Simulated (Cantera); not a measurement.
Charge: 1 mol Nb2O5, 1.1 mol H2, held at 0.100 bar.

Method: chemical equilibrium by Gibbs-energy minimisation in Cantera with the NASA 1993 tables (ideal gas, pure condensed phases). Candidate condensed phases: H2O, Nb, NbO, NbO2, Nb2O5; 12 gas species. Mutual solubility and eutectic melting of coexisting phases are not modelled. Condensed phases not in the tables: the oxides between NbO2 and Nb2O5. Kinetics and transport are ignored.

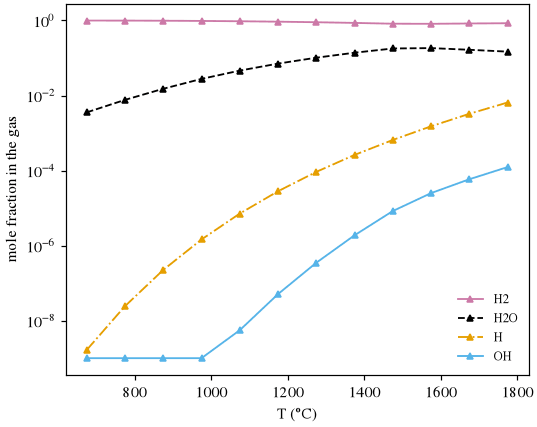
Figure: Equilibrium gas composition (values under 1e-9 drawn at 1e-9)

Q: Read off the mole fractions at 1675 °C.

A: H2 about 0.83, H2O about 0.17, H about 0.0033, OH about 5.9e-5.
